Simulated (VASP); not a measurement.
# Ta2CoO6: structure and properties in VASP

How well does LDA + U reproduce what experiment finds for Ta2CoO6? The cell is relaxed first, and properties follow on it. The steps: relaxing cell and atoms (LDA + U), second relaxation, single point with fields (LDA + U), band structure (LDA + U), total and projected DOS (LDA + U), independent-particle dielectric function (LDA + U) and core levels (LDA + U). The start is a cell from a database of measured crystal structures.

Method: LDA, DFT+U (Co d 4 eV), spin-polarised from a ferromagnetic start; plane waves and PAW (Ta_pv, Co, O), in VASP 6.6.1.

**What experiment says.**

For CoTa2O6, trirutile (solid-state synthesised powder, 300 K), “Defect Engineered Room-Temperature Ferromagnetism in Quasi-Two-Dimensional Nitrided CoTa2O6” (2021, arxiv:2104.07804) gives, by powder XRD Rietveld refinement: lattice constant a 4.7375 ± 0.0004 Å; lattice constant c 9.1764 ± 0.0009 Å.

Most raw output is cut from this account.

### Step 1. Set-up

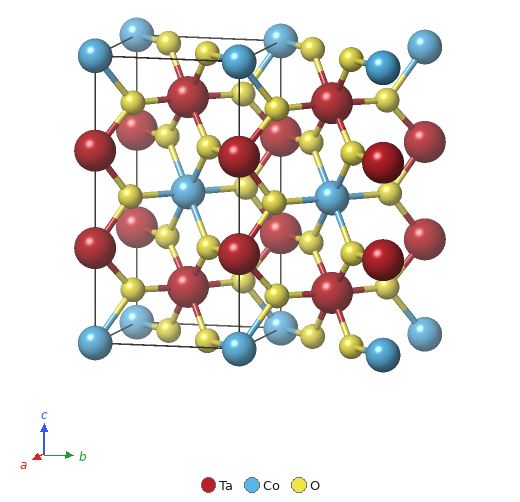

The cell as given, slightly off an axis (tantalum red, cobalt blue, oxygen yellow). 1×2×1 cells are drawn. Some periodic images of atoms are drawn too.

### Step 2. Relaxing cell and atoms (LDA + U)

The start need not lie at this functional's minimum. ISIF = 3 frees volume, shape and positions, and EDIFFG sets the threshold on forces and stress at which the search stops. LDA, the lowest rung, knows the local density alone. A Hubbard U penalises fractional filling of the localised shell, which semilocal functionals favour.

The input, INCAR:

```
SYSTEM = Ta2CoO6
PREC = Accurate
ENCUT = 520
EDIFF = 1E-06
NELM = 100
ISMEAR = 0
SIGMA = 0.05
LREAL = .FALSE.
ALGO = Normal
GGA = CA
NBANDS = 97
ISPIN = 2
MAGMOM = 0 0 0 0 2 2 0 0 0 0 0 0 0 0 0 0 0 0
LDAU = .TRUE.
LDAUTYPE = 2
LDAUL = -1 2 -1
LDAUU = 0 4 0
LDAUJ = 0 0 0
LDAUPRINT = 1
LASPH = .TRUE.
LMAXMIX = 4
LORBIT = 11
LWAVE = .FALSE.
LCHARG = .FALSE.
KPAR = 8
IBRION = 2
NSW = 60
ISIF = 3
EDIFFG = -0.01
```

The input, POSCAR:

```
Ta2CoO6
1.0
    4.7358000000      0.0000000000      0.0000000000
    0.0000000000      4.7358000000      0.0000000000
    0.0000000000      0.0000000000      9.1708000000
Ta Co O
4 2 12
Direct
    0.0000000000      0.0000000000      0.3304000000
    0.5000000000      0.5000000000      0.8304000000
    0.5000000000      0.5000000000      0.1696000000
    0.0000000000      0.0000000000      0.6696000000
    0.0000000000      0.0000000000      0.0000000000
    0.5000000000      0.5000000000      0.5000000000
    0.3109000000      0.3109000000      0.0000000000
    0.1891000000      0.8109000000      0.5000000000
    0.6891000000      0.6891000000      0.0000000000
    0.8109000000      0.1891000000      0.5000000000
    0.2967000000      0.2967000000      0.3255000000
    0.2033000000      0.7967000000      0.8255000000
    0.7033000000      0.7033000000      0.3255000000
    0.7967000000      0.2033000000      0.8255000000
    0.7967000000      0.2033000000      0.1745000000
    0.7033000000      0.7033000000      0.6745000000
    0.2033000000      0.7967000000      0.1745000000
    0.2967000000      0.2967000000      0.6745000000
```

The input, KPOINTS:

```
Automatic mesh
0
Gamma
5 5 3
0 0 0
```

Potentials, in the order of the species: Ta_pv, Co and O (LDA family, release 64).

On the command line:

```
mpirun -np 8 vasp_std
```

Wall time 11 min (8 MPI ranks of Intel Xeon Platinum 8259CL at 2.50GHz (Skylake/Cascade Lake), shared host); peak memory 4 GiB; 81 min of CPU time.

The magnetic state follows from one typed start and may not be the lowest. The gap is read on the k-mesh alone, so it is an upper bound where the band edges lie off the mesh. The run keeps the 16 symmetry operations of its start, so it cannot find a distortion of lower symmetry.

The steps of the relaxation:

```tsv
step	energy less that of the first step (eV)	largest force (eV/Å)	pressure (GPa)	volume (Å³)
1	0.0000	0.1766	-6.84	205.68
2	0.2616	1.3129	13.99	191.48
3	-0.1275	0.4977	0.01	200.37
4	-0.1574	0.0731	-0.15	199.49
5	-0.1577	0.0603	-0.12	199.38
6	-0.1577	0.0631	-0.14	199.40
7	-0.1588	0.0452	0.15	199.11
8	-0.1589	0.0574	0.22	199.05
9	-0.1593	0.0218	-0.10	199.20
10	-0.1594	0.0216	-0.06	199.18
11	-0.1595	0.0096	0.06	199.12
```

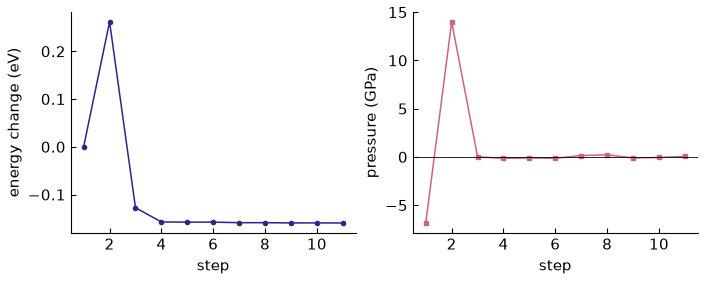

Energy and pressure along the relaxation.

```tsv
conventional cell, symmetrised	before	after	change
a (Å)	4.736	4.700	-0.7 %
b (Å)	4.736	4.700	-0.7 %
c (Å)	9.171	9.013	-1.7 %
volume (Å³/atom)	11.43	11.06	-3.2 %
```

The atoms that moved most (Å, as changes of fractional coordinates times the final cell):

```tsv
atom	dx	dy	dz	length
O7	-0.016	-0.016	0.000	0.023
O8	0.016	-0.016	0.000	0.023
O10	-0.016	0.016	0.000	0.023
O9	0.016	0.016	0.000	0.023
O11	0.000	0.000	0.012	0.012
O15	0.000	0.000	-0.012	0.012
O17	0.000	0.000	-0.012	0.012
O13	0.000	0.000	0.012	0.012
```

Final coordinates:

```
Ta Co O
1.0
     4.70032    0.00000    0.00000
     0.00000    4.70032    0.00000
     0.00000    0.00000    9.01264
Ta Co O
4 2 12
Direct
  0.00000 0.00000 0.33074
  0.50000 0.50000 0.83074
  0.50000 0.50000 0.16926
  0.00000 0.00000 0.66926
  0.00000 0.00000 0.00000
  0.50000 0.50000 0.50000
  0.30743 0.30743 0.00000
  0.19257 0.80743 0.50000
  0.69257 0.69257 0.00000
  0.80743 0.19257 0.50000
  0.29665 0.29665 0.32678
  0.20335 0.79665 0.82678
  0.70335 0.70335 0.32678
  0.79665 0.20335 0.82678
  0.79665 0.20335 0.17322
  0.70335 0.70335 0.67322
  0.20335 0.79665 0.17322
  0.29665 0.29665 0.67322
```

This step gave:

```yaml
electrons: 134
bands: 97
irreducible_k_points: 12
symmetry_operations: 16
free_energy_toten: -176.2869 eV
fermi_energy: 3.470 eV
pressure: 0.06077 GPa
moment_of_the_cell_from_the_last_line_of_the_log: 6 μB
metallic: no
valence_top_at_k: 0.2, 0.2, 0.3333
conduction_bottom_at_k: 0.4, 0, 0.3333
least_direct_gap_at_k: 0.4, 0, 0.3333
scf_cycles_over_all_ionic_steps: 82
gap_on_the_k_mesh: 2.556 eV
least_direct_gap_on_the_k_mesh: 2.556 eV
```

Spin moment in the PAW sphere by atom:

```tsv
atom	spin moment in the PAW sphere (μB)
Ta1	0.03
Ta2	0.03
Ta3	0.03
Ta4	0.03
Co5	2.69
Co6	2.69
O7	0.03
O8	0.03
O9	0.03
O10	0.03
O11	0.04
O12	0.04
O13	0.04
O14	0.04
O15	0.04
O16	0.04
O17	0.04
O18	0.04
```

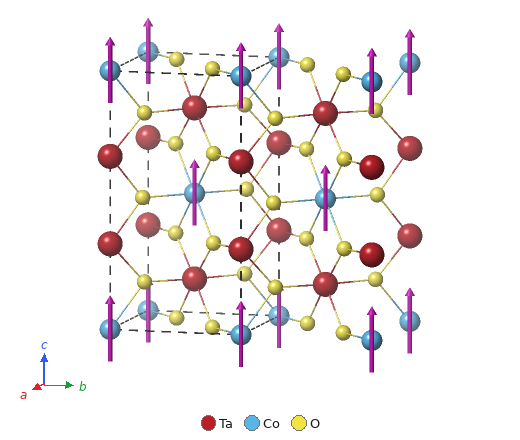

Spin moment in the PAW sphere as arrows, the longest 2.69 μB. Up and down stand for the sign. Arrows give size and sign along the axis of quantisation, drawn up and down the page. 1×2×1 cells are drawn. Some periodic images of atoms are drawn too.

It ends with a largest force of 0.010 eV/Å and a pressure of 0.06 GPa. The volume lies -3.2 % from that of the database's start, which holds the thermal and zero-point expansion of its experiment. LDA is known to overbind.

### Step 3. Second relaxation

The basis stayed that of the start cell while the cell moved. A rerun from the cell reached resets it; the error of the finite cutoff stays.

INCAR is that of step 2.

The input, POSCAR:

```
Ta2CoO6
1.0
    4.7003239479      0.0000000000      0.0000000000
    0.0000000000      4.7003239479      0.0000000000
    0.0000000000      0.0000000000      9.0126409397
Ta Co O
4 2 12
Direct
    0.0000000000      0.0000000000      0.3307378044
    0.5000000000      0.5000000000      0.8307378044
    0.5000000000      0.5000000000      0.1692621956
    0.0000000000      0.0000000000      0.6692621956
    0.0000000000      0.0000000000      0.0000000000
    0.5000000000      0.5000000000      0.5000000000
    0.3074280485      0.3074280485      0.0000000000
    0.1925719515      0.8074280485      0.5000000000
    0.6925719515      0.6925719515      0.0000000000
    0.8074280485      0.1925719515      0.5000000000
    0.2966538642      0.2966538642      0.3267843514
    0.2033461358      0.7966538642      0.8267843514
    0.7033461358      0.7033461358      0.3267843514
    0.7966538642      0.2033461358      0.8267843514
    0.7966538642      0.2033461358      0.1732156486
    0.7033461358      0.7033461358      0.6732156486
    0.2033461358      0.7966538642      0.1732156486
    0.2966538642      0.2966538642      0.6732156486
```

KPOINTS is that of step 2.

On the command line:

```
mpirun -np 8 vasp_std
```

It took 3 min on 8 MPI ranks; peak memory 3.9 GiB; 24 min of CPU time.

Little changed from the start: no atom moved by 0.005 Å and no cell edge by 0.1 %.

This step gave:

```
free energy (TOTEN)             : -176.2773 eV
Fermi energy                    : 3.515 eV
pressure                        : -0.007576 GPa
SCF cycles over all ionic steps : 28
least direct gap on the k-mesh  : 2.557 eV
```

It ends with a largest force of 0.004 eV/Å and a pressure of -0.01 GPa. The volume moved by only 0.03 %, so the volume is settled.

### Step 4. Single point with fields (LDA + U)

The relaxed cell gets a fresh self-consistent run, on a basis set for its own volume, to fix the density and to check the remaining stress.

Edit INCAR of step 3 so:

```diff
@@ -23,7 +23,5 @@
 LWAVE = .FALSE.
-LCHARG = .FALSE.
-KPAR = 8
-IBRION = 2
-NSW = 60
-ISIF = 3
-EDIFFG = -0.01
+LCHARG = .TRUE.
+ISIF = 2
+LELF = .TRUE.
+LVHAR = .TRUE.
```

The input, POSCAR:

```
Ta2CoO6
1.0
    4.7009886135      0.0000000000      0.0000000000
    0.0000000000      4.7009886135      0.0000000000
    0.0000000000      0.0000000000      9.0130363891
Ta Co O
4 2 12
Direct
    0.0000000000      0.0000000000      0.3307636341
    0.5000000000      0.5000000000      0.8307636341
    0.5000000000      0.5000000000      0.1692363659
    0.0000000000      0.0000000000      0.6692363659
    0.0000000000      0.0000000000      0.0000000000
    0.5000000000      0.5000000000      0.5000000000
    0.3074331901      0.3074331901      0.0000000000
    0.1925668099      0.8074331901      0.5000000000
    0.6925668099      0.6925668099      0.0000000000
    0.8074331901      0.1925668099      0.5000000000
    0.2966403633      0.2966403633      0.3267850621
    0.2033596367      0.7966403633      0.8267850621
    0.7033596367      0.7033596367      0.3267850621
    0.7966403633      0.2033596367      0.8267850621
    0.7966403633      0.2033596367      0.1732149379
    0.7033596367      0.7033596367      0.6732149379
    0.2033596367      0.7966403633      0.1732149379
    0.2966403633      0.2966403633      0.6732149379
```

KPOINTS is that of step 3.

On the command line:

```
mpirun -np 8 vasp_std
```

Run time: 2 min. Hardware: 8 MPI ranks; peak memory 1.6 GiB; 16 min of CPU time.

With spin, VASP writes an ELF for each channel.

This step gave:

- SCF cycles: 18
- bands: 104
- free energy (TOTEN): -176.2774 eV
- Fermi energy: 3.559 eV
- pressure: -0.01719 GPa

Valence electrons inside each PAW sphere by angular momentum. Sphere charges, by row:

```tsv
atom	s (e)	p (e)	d (e)	tot (e)
Ta1	0.364	6.38	2.132	8.876
Ta2	0.364	6.38	2.132	8.876
Ta3	0.364	6.38	2.132	8.876
Ta4	0.364	6.38	2.132	8.876
Co5	0.31	0.418	7.164	7.892
Co6	0.31	0.418	7.164	7.892
O7	1.555	3.502	0	5.058
O8	1.555	3.502	0	5.058
O9	1.555	3.502	0	5.058
O10	1.555	3.502	0	5.058
O11	1.555	3.524	0	5.079
O12	1.555	3.524	0	5.079
O13	1.555	3.524	0	5.079
O14	1.555	3.524	0	5.079
O15	1.555	3.524	0	5.079
O16	1.555	3.524	0	5.079
O17	1.555	3.524	0	5.079
O18	1.555	3.524	0	5.079
```

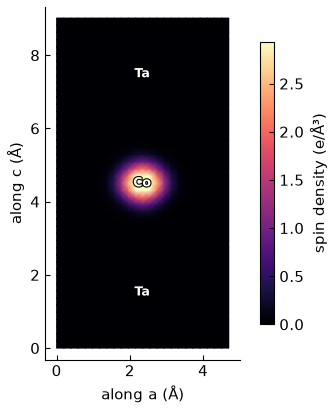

Spin density in the ac plane at fractional y = 0.000, with atoms of Ta and Co within 0.2 Å of it. The map starts off the cell's origin, so that atoms lie inside it.

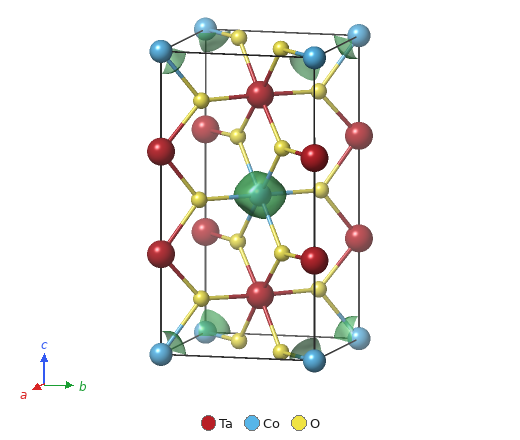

Surface of spin density = 0.55 e/Å³, which holds about 70 % of the integral of its size.

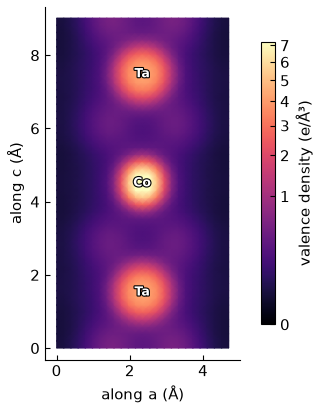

Valence density in the ac plane at fractional y = 0.000, with atoms of Ta and Co within 0.2 Å of it. It is the smooth field of the valence electrons, not physical close to the nuclei. The map starts off the cell's origin, so that atoms lie inside it. The colour scale is stretched toward low values.

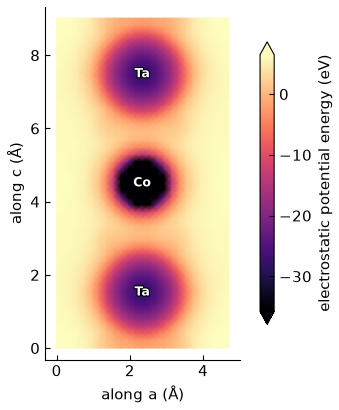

Electrostatic potential energy in the ac plane at fractional y = 0.000, with atoms of Ta and Co within 0.2 Å of it. With pseudopotentials it is smooth inside the atoms' cores, unlike the true potential. The map starts off the cell's origin, so that atoms lie inside it.

In this run the pressure is -0.02 GPa, small enough to go on.

### Step 5. Band structure (LDA + U)

Levels along the symmetry lines show where the bands peak and cross; KPOINTS_OPT computes them in the converged potential.

The input, INCAR:

```
SYSTEM = Ta2CoO6
PREC = Accurate
ENCUT = 520
EDIFF = 1E-06
NELM = 100
ISMEAR = 0
SIGMA = 0.05
LREAL = .FALSE.
ALGO = Normal
GGA = CA
NBANDS = 120
ISPIN = 2
MAGMOM = 0.026 0.026 0.026 0.026 2.689 2.689 0.029 0.029 0.029 0.029 0.035 0.035 0.035 0.035 0.035 0.035 0.035 0.035
LDAU = .TRUE.
LDAUTYPE = 2
LDAUL = -1 2 -1
LDAUU = 0 4 0
LDAUJ = 0 0 0
LDAUPRINT = 1
LASPH = .TRUE.
LMAXMIX = 4
LORBIT = 11
LWAVE = .FALSE.
LCHARG = .FALSE.
KPAR = 8
```

POSCAR is that of step 4.

KPOINTS is that of step 4.

The input, KPOINTS_OPT:

```
Line mode
12
Line-mode
Reciprocal
  0.00000000   0.00000000   0.00000000 GAMMA
  0.00000000   0.50000000   0.00000000 X

  0.00000000   0.50000000   0.00000000 X
  0.50000000   0.50000000   0.00000000 M

  0.50000000   0.50000000   0.00000000 M
  0.00000000   0.00000000   0.00000000 GAMMA

  0.00000000   0.00000000   0.00000000 GAMMA
  0.00000000   0.00000000   0.50000000 Z

  0.00000000   0.00000000   0.50000000 Z
  0.00000000   0.50000000   0.50000000 R

  0.00000000   0.50000000   0.50000000 R
  0.50000000   0.50000000   0.50000000 A

  0.50000000   0.50000000   0.50000000 A
  0.00000000   0.00000000   0.50000000 Z

  0.00000000   0.50000000   0.00000000 X
  0.00000000   0.50000000   0.50000000 R

  0.50000000   0.50000000   0.00000000 M
  0.50000000   0.50000000   0.50000000 A
```

On the command line:

```
mpirun -np 8 vasp_std
```

The job ended after 11 min (8 MPI ranks; peak memory 7 GiB).

Spin-orbit coupling is off here; with elements this heavy it splits and shifts levels by tenths of an eV or more. Direct gaps are counted within one spin.

This step gave:

| Item | Value |
| --- | --- |
| bands | 120 |
| Fermi energy | 3.479 eV |
| pressure | -0.01865 GPa |
| least gap on mesh and path | 2.489 eV |
| least direct gap on mesh and path | 2.506 eV |
| valence top at k | 0.2273, 0.2273, 0.5 |
| conduction bottom at k | 0, 0.5, 0.5 |

Spin up. The electronic bands at the labelled points (eV, zero at the valence-band top; v1 is the highest filled band, c1 the lowest empty one):

```tsv
point	v4	v3	v2	v1	c1	c2	c3	c4
Γ	-1.03	-0.35	-0.04	-0.04	2.69	2.89	3.57	3.65
X	-0.44	-0.44	-0.22	-0.22	3.12	3.12	3.24	3.24
M	-0.96	-0.96	-0.11	-0.11	3.66	3.66	3.88	3.88
Γ	-1.03	-0.35	-0.04	-0.04	2.69	2.89	3.57	3.65
Z	-0.57	-0.57	-0.15	-0.15	3.14	3.14	3.30	3.30
R	-0.59	-0.59	0.00	0.00	3.11	3.11	3.14	3.14
A	-0.97	-0.97	-0.17	-0.17	3.53	3.53	3.87	3.87
Z	-0.57	-0.57	-0.15	-0.15	3.14	3.14	3.30	3.30
jump to X	-0.44	-0.44	-0.22	-0.22	3.12	3.12	3.24	3.24
R	-0.59	-0.59	0.00	0.00	3.11	3.11	3.14	3.14
jump to M	-0.96	-0.96	-0.11	-0.11	3.66	3.66	3.88	3.88
A	-0.97	-0.97	-0.17	-0.17	3.53	3.53	3.87	3.87
```

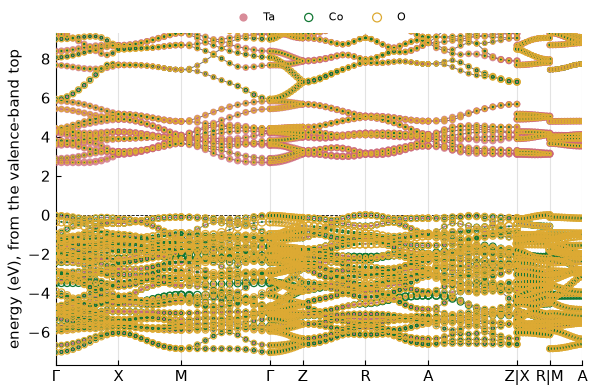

Electronic bands along the path; dots are coloured as in the legend, and their area grows with the weight.

Spin down. Electronic bands along the path, in eV, zero at the valence-band top; v1 is the highest filled band, c1 the lowest empty one:

```tsv
point	v4	v3	v2	v1	c1	c2	c3	c4
Γ	-0.46	-0.31	-0.11	-0.11	2.56	2.71	2.82	2.83
X	-0.26	-0.26	-0.17	-0.17	2.62	2.62	3.16	3.16
M	-0.59	-0.59	-0.34	-0.34	2.75	2.75	3.04	3.04
Γ	-0.46	-0.31	-0.11	-0.11	2.56	2.71	2.82	2.83
Z	-0.39	-0.39	-0.01	-0.01	2.72	2.72	2.76	2.76
R	-0.33	-0.33	-0.02	-0.02	2.49	2.49	3.18	3.18
A	-0.44	-0.44	-0.32	-0.32	2.80	2.80	2.95	2.95
Z	-0.39	-0.39	-0.01	-0.01	2.72	2.72	2.76	2.76
jump to X	-0.26	-0.26	-0.17	-0.17	2.62	2.62	3.16	3.16
R	-0.33	-0.33	-0.02	-0.02	2.49	2.49	3.18	3.18
jump to M	-0.59	-0.59	-0.34	-0.34	2.75	2.75	3.04	3.04
A	-0.44	-0.44	-0.32	-0.32	2.80	2.80	2.95	2.95
```

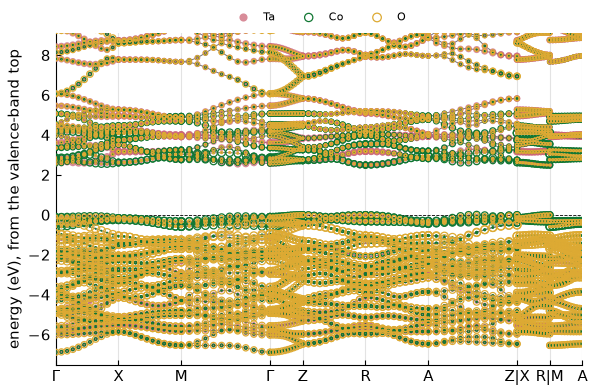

Electronic bands along the path; dots are coloured as in the legend, and their area grows with the weight.

The path lowers the gap by 0.07 eV against the mesh alone, so a band edge lies off the mesh.

### Step 6. Total and projected DOS (LDA + U)

Here the states are counted by energy and projected on the atoms. The mesh is finer than in the run before.

Edit INCAR of step 5 so:

```diff
@@ -5,3 +5,3 @@
 NELM = 100
-ISMEAR = 0
+ISMEAR = -5
 SIGMA = 0.05
@@ -25 +25,2 @@
 KPAR = 8
+NEDOS = 2001
```

POSCAR is that of step 5.

The input, KPOINTS:

```
Automatic mesh
0
Gamma
7 7 4
0 0 0
```

On the command line:

```
mpirun -np 8 vasp_std
```

Wall time 5.3 min (8 MPI ranks); peak memory 7.4 GiB; 34 min of CPU time.

Numbers from this step:

- irreducible k-points: 30
- free energy (TOTEN): -176.2776 eV
- Fermi energy: 3.232 eV
- pressure: -0.01895 GPa
- valence top at k: 0.2857, 0.1429, 0.5
- conduction bottom at k: 0.4286, 0, 0.25
- least direct gap at k: 0.4286, 0.1429, 0.5
- gap on the k-mesh: 2.515 eV
- least direct gap on the k-mesh: 2.547 eV

The density of states has structure finer than the step of the table below, so its rows give means over 1 eV, whole bins alone (the curve runs from -12.0 to 3.97 eV). Peaks (eV: height): total down -2.7: 11.1, -1.6: 9.95, -0.3: 17.5, -0.1: 8.81; total up -5.7: 11.3, -5.2: 12.6, -3.5: 11.2, -0.2: 11.6; O p up -5.2: 4.94, -1.5: 5.24, -1.2: 6.67, -0.2: 5.84; O p down -2.7: 6.59, -2.3: 5.36, -1.6: 6.36, -1.4: 5.74; Co d up -5.2: 2.97, -3.5: 3.35, -2.1: 2.80, -0.2: 3.57.

States under -12.0 eV and over 4.0 eV are left out. Density of states against energy, zero at the valence-band top; means over each step; 7 of 16 lines; values in states/eV/cell:

```tsv
energy (eV)	total down	total up	O p up	O p down	Co d up	Co d down	Ta d up
-8	0	0	0	0	0	0	0
-7	0.193	0.760	0.318	0.0854	0.0757	0.00443	0.129
-6	4.62	5.73	2.44	2.17	0.753	0.0751	0.967
-5	6.30	7.84	3.14	3.02	1.71	0.182	0.941
-4	5.24	6.45	2.58	2.74	1.66	0.189	0.524
-3	7.53	7.44	3.48	4.34	1.47	0.372	0.576
-2	8.13	8.46	4.07	5.04	2.06	0.592	0.419
-1	4.04	6.65	3.84	2.72	1.20	0.241	0.174
0	3.99	2.71	1.32	0.758	0.873	2.81	0.0934
1	0	0	0	0	0	0	0
2	0.0404	0	0	0.00126	0	0.0210	0
3	5.62	3.17	0.401	0.414	0.0392	2.19	2.11
```

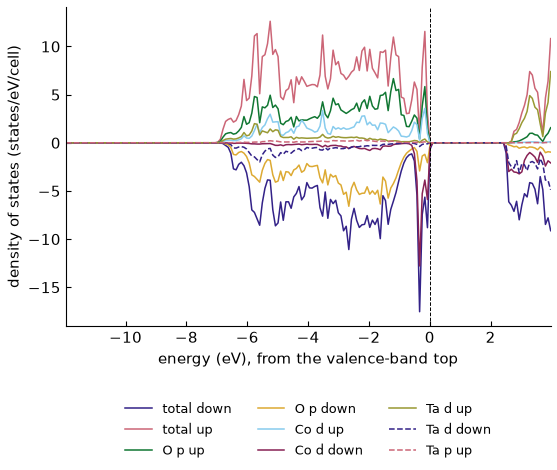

Density of states against energy. Down spins are drawn negative.

The gap on this mesh is 2.51 eV. In the top eV of the valence band the largest shares in the PAW spheres are Co d 44 % and O p 39 %; in the lowest eV of the conduction band, Ta d 49 %, Co d 25 % and O p 9 %. The rest lies in smaller channels or between the spheres.

[end of part 1 of 2]

[Lines on the potential files, build, host, timing and source positions are cut from VASP's logs without a mark.]

[Logs are printed without paths, hosts, clocks, repeated set-up lines and the standing remarks that a program may print on its own settings, such as how far it seeks lower states.]

[Hosts, paths, dates, database ids (printed as entryN), source tags and the programs' standing remarks are cut or masked in the printed files.]

[A measured line is paired with the nearest computed mode of its activity, which favours agreement.]
